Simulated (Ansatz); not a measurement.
```
atom    x (Å)    y (Å)    z (Å)
  Al  -0.1392  -0.6215   0.3654
   H  -0.9287  -1.9570   0.0992
   O   0.3151   0.2485  -1.3327
   O  -0.9480   0.8238   0.8233
   H   1.2742   0.3342  -1.4208
  Br   2.0318  -0.8863   1.1095
   H  -0.0550   1.1360  -1.1999
   H  -1.5501   0.9223   1.5560
```

The reactant side of a reaction path; geometry: PBE0-D4/def2-TZVP.

These are results of RKS PBE0-D4/def2-TZVPP in Ansatz 0.2.0, not measurements.

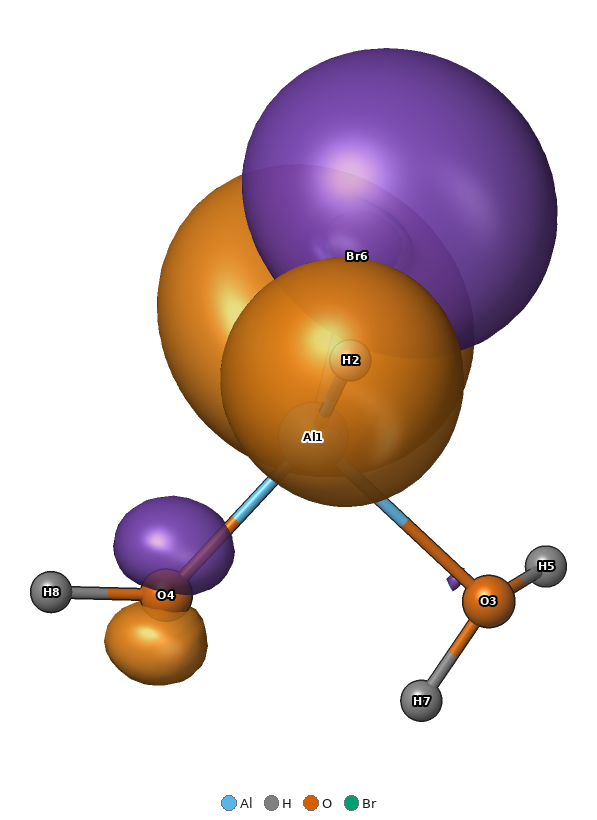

AlBrH4O2. The HOMO at ±0.1 Å⁻³ᐟ² (orange and purple are the two phases), seen at a tilt.

Describe this orbital and give its energy.

Its weight (Hirshfeld) is mainly on Br6 (about 75 %), Al1 (about 10 %) and H2 (about 10 %); largely a lone pair of Br6. Its energy is −7.88 eV.
